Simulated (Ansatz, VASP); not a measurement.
# MgCdSeS in two plane-wave programs, part 2 of 2

Wanted: the spread between two codes on one cell, functional and k mesh. The cell is invented: As first built, before any earlier steps moved the atoms (in the runner's words): it takes the ZnCdSeS structure with some of its atoms replaced by other elements, volume scaled by an estimate. It may not be a known or stable phase. The cell is taken from a series of VASP runs on this material, whose earlier steps may have relaxed, scaled or displaced it; both programs get it as it stands. Other levels of theory on this material are compared in a session of their own. Valence electrons are named where the data sets of a main pair hold unlike numbers.

VASP 6.6.1 and Ansatz 0.2.0.

So far: Set-up; Ansatz: band structure, PBE with D3(BJ); VASP: band structure, PBE with D3(BJ).

### Step 3. VASP: band structure, PBE with D3(BJ) (continued)

Level of this step: PBE with D3(BJ); plane waves and PAW (Cd, Se, S, Mg); invented cell (VASP).

Numbers of over 12 decimals in the logs are rounded to 6 here.

OUTCAR, selected parts (step 3):

```text
ion  position               nearest neighbor table
   1  0.000  0.000  0.516-   3 2.54   2 2.61   2 2.61   2 2.61
   2  0.333  0.667  0.362-   4 2.57   1 2.61   1 2.61   1 2.61
   3  0.000  0.000  0.890-   4 2.48   4 2.48   4 2.48   1 2.54
   4  0.333  0.667  0.984-   3 2.48   3 2.48   3 2.48   2 2.57

  LATTYP: Found a hexagonal cell.
 ALAT       =     4.1477180915
 C/A-ratio  =     1.6361653277

 Subroutine GETGRP returns: Found  6 space group operations
 (whereof  6 operations were pure point group operations)

The static configuration has the point symmetry C_3v.

 Found     24 irreducible k-points:

   k-points           NKPTS =     24   k-points in BZ     NKDIM =     24   number of bands    NBANDS=     27

   dimension x,y,z NGX =    28 NGY =   28 NGZ =   48
   dimension x,y,z NGXF=    56 NGYF=   56 NGZF=   96

   ENCUT  =  400.0 eV  29.40 Ry    5.42 a.u.   6.76  6.76 11.07*2*pi/ulx,y,z

   NELECT =      26.0000    total number of electrons

 k-points in reciprocal lattice and weights: Automatic mesh
   0.00000000  0.00000000  0.00000000       0.007
   0.16666667  0.00000000  0.00000000       0.042
   0.33333333  0.00000000  0.00000000       0.042
   0.50000000 -0.00000000  0.00000000       0.021
   0.16666667  0.16666667  0.00000000       0.042
   0.33333333  0.16666667  0.00000000       0.083
   0.33333333  0.33333333  0.00000000       0.014
   0.00000000  0.00000000  0.25000000       0.014
   0.16666667  0.00000000  0.25000000       0.042
[...]
0.33333333  0.16666667  0.50000000       0.083
   0.33333333  0.33333333  0.50000000       0.014

 average (electrostatic) potential at core
       1 -39.2708       2 -55.5720       3 -89.0030       4 -39.4941

 E-fermi :   2.3268

 k-point     1 :       0.0000    0.0000    0.0000
  band No.  band energies     occupation
    ...
      9      -0.0884      2.00000
     10      -0.0884      2.00000
     11       0.9904      2.00000
     12       1.5621      2.00000
     13       1.5621      2.00000
     14       3.0185      0.00000
     15       4.7273      0.00000
     16       7.7908      0.00000
     17       7.7908      0.00000
     18       7.9734      0.00000
    ...

 k-point     2 :       0.1667    0.0000    0.0000
  band No.  band energies     occupation
    ...
      9      -0.7844      2.00000
     10      -0.2407      2.00000
     11       0.2281      2.00000
     12       0.9268      2.00000
     13       1.3335      2.00000
     14       4.0905      0.00000
     15       5.4873      0.00000
     16       7.1940      0.00000
     17       7.8184      0.00000
     18       8.1843      0.00000
    ...

 k-point     3 :       0.3333    0.0000    0.0000
  band No.  band energies     occupation
    ...
      9      -1.7057      2.00000
     10      -1.1301      2.00000
     11      -0.5247      2.00000
     12       0.3877      2.00000
     13       0.9318      2.00000
     14       5.0771      0.00000
     15       5.3866      0.00000
     16       6.5858      0.00000
     17       7.8464      0.00000
     18       8.1172      0.00000
    ...

 Edisp (eV)   -1.18204

  Total       0.01181     0.01181    -0.03798    -0.00000     0.00000     0.00000
  in kB       0.18715     0.18715    -0.60182    -0.00000     0.00000     0.00000
  external pressure =       -0.08 kB  Pullay stress =        0.00 kB

  energy-cutoff  :      400.00
  volume of cell :      101.11
      direct lattice vectors                 reciprocal lattice vectors
     4.147718091 -0.000000003  0.000000000     0.241096424  0.139197113  0.000000000
    -2.073859552  3.592029409  0.000000000     0.000000000  0.278394157  0.000000000
     0.000000000  0.000000000  6.786352530     0.000000000  0.000000000  0.147354561

 POSITION                                       TOTAL-FORCE (eV/Angst)
 -----------------------------------------------------------------------------------
      0.00000      0.00000      3.50005        -0.000000      0.000000      0.004145
     -0.00000      2.39469      2.45963        -0.000000     -0.000000     -0.001685
      0.00000      0.00000      6.03650         0.000000     -0.000000      0.006063
     -0.00000      2.39469      6.67985         0.000000     -0.000000     -0.008523
 -----------------------------------------------------------------------------------
    total drift:                                0.000014     -0.000001      0.000154

  FREE ENERGIE OF THE ION-ELECTRON SYSTEM (eV)
  ---------------------------------------------------
  free  energy   TOTEN  =       -14.9502920356 eV

  energy  without entropy=      -14.9502920140  energy(sigma->0) =      -14.95029202

 total charge
# of ion       s       p       d       tot
------------------------------------------
    1        0.442   0.332   9.554  10.329
    2        1.439   2.445   0.020   3.904
    3        1.314   2.462   0.000   3.776
    4        0.161   0.135   0.035   0.331
--------------------------------------------------
tot          3.356   5.375   9.609  18.340

[... 3 further parts left out ...]
```

Spin-orbit coupling is off here; it would split degenerate levels, and it lifts a valence top of Se p states by about 0.1 eV.

### Step 4. Differences

Known differences besides the potentials themselves: the data sets hold 52 valence electrons in Ansatz (on its default PAW (the set named soft_2) files) and 26 in VASP; the cutoff is 420 eV in Ansatz and 400 eV in VASP; VASP leaves aspherical gradient terms in its spheres out (LASPH is not set), Ansatz keeps them. Total energies have different zeros and are not compared.

Compared:

```
                     quantity  Ansatz   VASP  difference
               pressure (GPa)    0.07  -0.01       +0.08
gap over the path points (eV)   1.461  1.456      +0.004
```

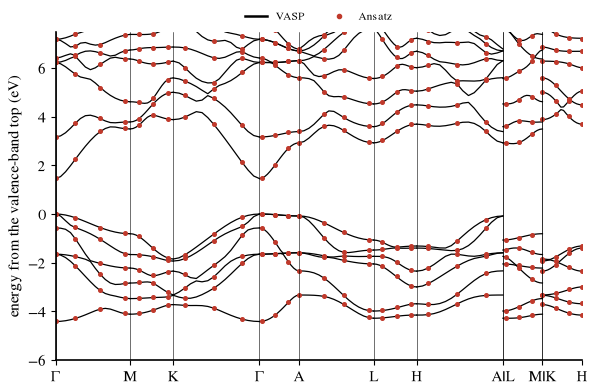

Bands from VASP (lines) and levels from Ansatz (dots). Dots without a line are higher empty bands that the VASP plot leaves out.

Levels at points of the path, from each program's valence-band top (eV; 4 filled, then empty):

```
k (reciprocal lattice)                                  Ansatz                                    VASP
     0.000 0.000 0.000    -1.64 -0.57 0.00 0.00 1.46 3.18 6.23    -1.65 -0.57 0.00 0.00 1.46 3.17 6.23
     0.133 0.000 0.000  -1.74 -1.02 -0.55 -0.15 2.26 3.75 5.75  -1.75 -1.02 -0.56 -0.15 2.26 3.74 5.74
     0.300 0.000 0.000  -2.48 -2.02 -1.04 -0.56 3.40 3.93 5.20  -2.49 -2.03 -1.04 -0.56 3.39 3.92 5.20
     0.467 0.000 0.000  -2.84 -2.21 -1.63 -0.80 3.52 3.79 4.64  -2.85 -2.22 -1.64 -0.80 3.51 3.78 4.63
     0.467 0.067 0.000  -2.81 -2.29 -1.67 -0.92 3.66 3.92 4.59  -2.82 -2.30 -1.68 -0.93 3.65 3.92 4.58
     0.411 0.178 0.000  -2.84 -2.53 -1.75 -1.41 4.07 4.53 4.77  -2.85 -2.54 -1.76 -1.42 4.06 4.53 4.76
     0.356 0.289 0.000  -3.20 -2.37 -1.90 -1.79 3.91 4.97 5.53  -3.22 -2.38 -1.91 -1.80 3.90 4.96 5.52
     0.289 0.289 0.000  -3.03 -2.48 -1.83 -1.67 3.99 4.88 5.47  -3.05 -2.49 -1.83 -1.68 3.98 4.88 5.47
     0.178 0.178 0.000  -2.58 -2.11 -1.10 -0.83 3.70 4.77 5.14  -2.59 -2.12 -1.10 -0.83 3.70 4.76 5.13
     0.067 0.067 0.000  -1.73 -0.86 -0.51 -0.13 2.12 3.64 5.82  -1.74 -0.86 -0.51 -0.13 2.12 3.63 5.82
```

At this near-relaxed geometry the largest component of a force difference is 45 meV/Å. Among the levels compared at these points, filled levels agree within 13 meV and empty ones within 15 meV. Ansatz's pressure holds a Pulay correction of 0.02 GPa; VASP's holds none.

### Step 5. Other set-ups

Further runs change the set-up of one program: Ansatz's method, potentials or start, or VASP's data sets, cutoff or form of LDA. The table gives Ansatz less VASP for each quantity, since a change that brings one quantity closer may part another.

```
                                        run  r.m.s. force difference (meV/Å)  pressure (GPa)  gap over the path points (eV)
                                   as above                               17           0.075                         0.0043
    Ansatz's larger PAW set (cutoff 760 eV)                               16           0.095                         0.0021
norm-conserving potentials (cutoff 1170 eV)                               17           0.076                         7.0e-4
```

### Step 6. Results

| Item | Value |
| --- | --- |
| r.m.s. force difference (band structure, PBE with D3(BJ)) | 17 meV/Å |

In words: The r.m.s. force difference is 17 meV/Å (band structure, PBE with D3(BJ)), beyond the 12 meV/Å picked in this series as the mark of a large difference. The data sets hold unlike numbers of valence electrons (52 in Ansatz and 26 in VASP), so part of the differences comes from the potentials. Band structure, PBE with D3(BJ), Ansatz's larger PAW set (cutoff 760 eV): the difference in pressure goes from 0.075 to 0.095 GPa; the difference in gap over the path points goes from 0.0043 to 0.0021 eV. Band structure, PBE with D3(BJ), norm-conserving potentials (cutoff 1170 eV): the difference in gap over the path points goes from 0.0043 to 7.0e-4 eV. 7 further runs of this series are not shown here. Such differences can come from data sets, numerical settings and the points named under the comparisons, not from the functional's error against experiment.

[Lines on the potential files, build, host, timing and source positions are cut from VASP's logs without a mark.]

[Logs are printed without paths, hosts, clocks, repeated set-up lines and the standing remarks that a program may print on its own settings, such as how far it seeks lower states.]

[Hosts, paths, dates, database ids (printed as entryN), source tags and the programs' standing remarks are cut or masked in the printed files.]
